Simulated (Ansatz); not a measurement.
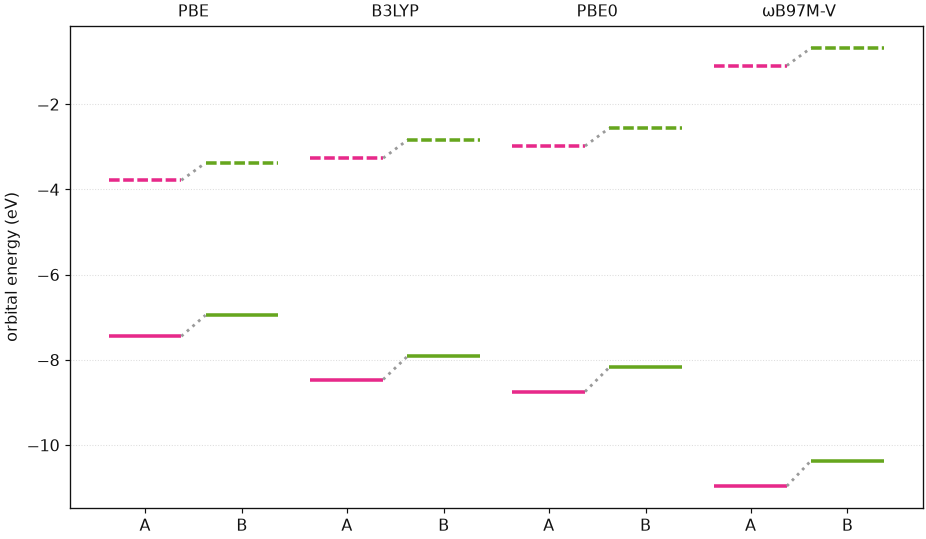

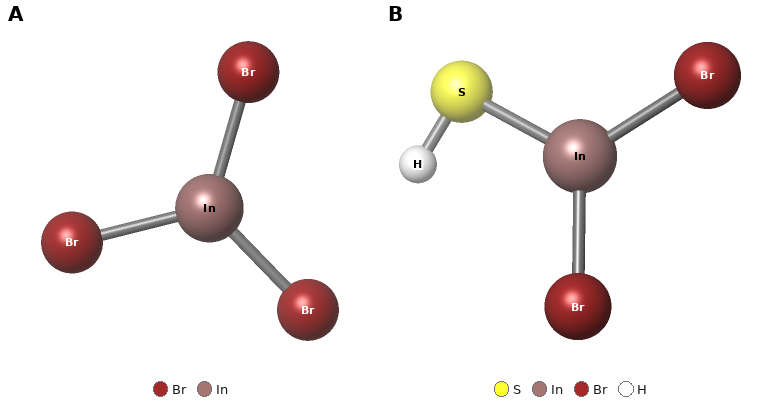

One change: A, InBr₃ (SMILES [Br][In]([Br])[Br]), becomes B, InHSBr₂ (SMILES [SH][In]([Br])[Br]). Br on In is replaced by SH. HOMO (solid) and LUMO (dashed) computed in def2-TZVPP at PBE0-D4/def2-TZVP geometries, both minima by their frequencies, gas phase, the Ansatz code.

What does the change do to HOMO and LUMO?

PBE: the HOMO rises by 0.50 eV, the LUMO rises by 0.41 eV, and the separation goes from 3.66 to 3.57 eV. B3LYP: the HOMO rises by 0.54 eV, the LUMO rises by 0.42 eV, and the separation goes from 5.20 to 5.08 eV. PBE0: the HOMO rises by 0.57 eV, the LUMO rises by 0.42 eV, and the separation goes from 5.77 to 5.62 eV. ωB97M-V: the HOMO rises by 0.60 eV, the LUMO rises by 0.41 eV, and the separation goes from 9.87 to 9.69 eV.

Do the functionals agree on the effect?

They agree on the direction for both levels; the HOMO shift lies between 0.50 and 0.60 eV and the LUMO shift between 0.41 and 0.42 eV, while the separations themselves differ by up to 6.2 eV between functionals.

Note: core potentials past krypton; spin-orbit coupling is left out, and with In it can shift these values.
